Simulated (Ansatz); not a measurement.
# SVWN5/STO-3G run of AlH3O (AlH2(OH))

What is the energy change on altering one bond length of AlH3O (AlH2(OH)) at SVWN5/STO-3G? 

Program for the calculation: Ansatz 0.2.0.

56 further runs of the same task are left out: 56 set aside as unsound or not needed.

## Step 1: Starting point

The species is AlH3O (5 atoms), meant as a singlet with charge 0. As SMILES, `[H][Al]([H])[OH]`. The shape comes from GFN2-xTB, which is rough for such elements, and wasn't checked as a minimum.

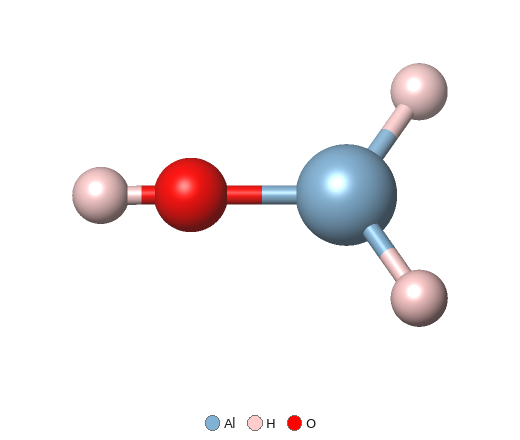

The structure, seen from a chosen angle (aluminium light blue, hydrogen pink, oxygen red).

## Step 2: The energy at SVWN5/STO-3G

File job.yaml:

```yaml
crystal:
  periodic: [false, false, false]
  atoms:
    - {symbol: Al, position_ang: [0.271770, 0.451120, -0.109270]}
    - {symbol: H, position_ang: [1.798980, 0.417230, -0.221380]}
    - {symbol: H, position_ang: [-0.481020, 1.769010, -0.311810]}
    - {symbol: O, position_ang: [-0.555450, -0.920030, 0.226660]}
    - {symbol: H, position_ang: [-1.034280, -1.717330, 0.415800]}
basis:
  gaussian: {orbitals: STO-3G}
accuracy: high
hamiltonian: {xc: {name: SVWN5}}
```

The run is started by

```console
$ ansatz run job.yaml --threads 1 --pin off --max-ram 2610MiB --events-out events.jsonl --progress --plain --runs-dir runs
```

The log of the run:

```text
Warning: RAYON_NUM_THREADS=1 ignored (pool sized by the plan → 1); use --threads N
Functional definition: SVWN5
  name "SVWN5"
  exchange = slater_x
  correlation = vwn5_c
288 factors; integrals over basis functions are off by at most 2.9e-8 eV
mean field evaluation 1: about -8535.9223 eV, gradient 2.9e1 eV
mean field evaluation 2: about -8520.0152 eV, gradient 8.2e1 eV
mean field evaluation 4: about -8538.6069 eV, gradient 2.2e0 eV
mean field evaluation 8: about -8538.5756 eV, gradient 5.3e-3 eV
mean field evaluation 16: about -8538.5756 eV, gradient 4.8e-8 eV
mean field -8538.57562471 eV, -313.7868665536 hartree, gradient 4.8e-8 eV, S^2 0.000000; 0 other end points of the search recorded, 0 dependent functions left out
reference -8538.57562655 eV, -313.7868666212 hartree; 12, 12 occupied and 5, 5 virtual orbitals, 288 factors
Total energy: -8538.57562655 eV, -313.7868666212 hartree
```

Run time: 1.3 s. Hardware: 1 thread of Intel Xeon Platinum 8259CL at 2.50GHz (Skylake/Cascade Lake), shared host; peak memory 0.1 GiB.

## Step 3: The distorted shape at the same level

File run.yaml:

```yaml
crystal:
  periodic: [false, false, false]
  atoms:
    - symbol: Al
      position_ang: [-0.110015, 0.459592, -0.081244]
    - symbol: H
      position_ang: [1.798980, 0.417230, -0.221380]
    - symbol: H
      position_ang: [-0.862805, 1.777482, -0.283784]
    - symbol: O
      position_ang: [-0.937235, -0.911558, 0.254686]
    - symbol: H
      position_ang: [-1.416065, -1.708858, 0.443826]
basis:
  gaussian:
    orbitals: STO-3G
magnetization:
  spin_polarized: false
  initial_magnetization: 0
hamiltonian:
  xc: {name: SVWN5}
accuracy: high
```

The run is started by

```console
$ ansatz run run.yaml --threads 1 --pin off --max-ram 2610MiB --events-out events.jsonl --progress --plain --runs-dir runs
```

The log of the run:

```text
Warning: RAYON_NUM_THREADS=1 ignored (pool sized by the plan → 1); use --threads N
Functional definition: SVWN5
  name "SVWN5"
  exchange = slater_x
  correlation = vwn5_c
288 factors; integrals over basis functions are off by at most 1.7e-8 eV
mean field evaluation 1: about -8534.2131 eV, gradient 3.1e1 eV
mean field evaluation 2: about -8515.5510 eV, gradient 8.8e1 eV
mean field evaluation 4: about -8537.4435 eV, gradient 4.3e0 eV
mean field evaluation 8: about -8537.4673 eV, gradient 4.0e-2 eV
mean field evaluation 16: about -8537.4673 eV, gradient 2.2e-8 eV
mean field -8537.46729804 eV, -313.7461362997 hartree, gradient 2.6e-8 eV, S^2 0.000000; 0 other end points of the search recorded, 0 dependent functions left out
reference -8537.46729992 eV, -313.7461363690 hartree; 12, 12 occupied and 5, 5 virtual orbitals, 288 factors
Total energy: -8537.46729992 eV, -313.7461363690 hartree
```

It took 1.2 s on 1 thread of Intel Xeon Platinum 8259CL at 2.50GHz (Skylake/Cascade Lake), shared host.

## Step 4: Outcome

Level: SVWN5/STO-3G.

```
                                                          quantity          value
                                         first shape: total energy  -313.78687 Eh
                                     distorted shape: total energy  -313.74614 Eh
energy change with the Al1–H2 bond stretched from 1.532 to 1.915 Å       1.108 eV
```

With the Al1–H2 bond stretched from 1.532 to 1.915 Å the energy rises by 1.11 eV (26 kcal/mol). The first shape isn't relaxed at this level, so the change isn't measured from a minimum. The minimal basis adds a large error of its own.
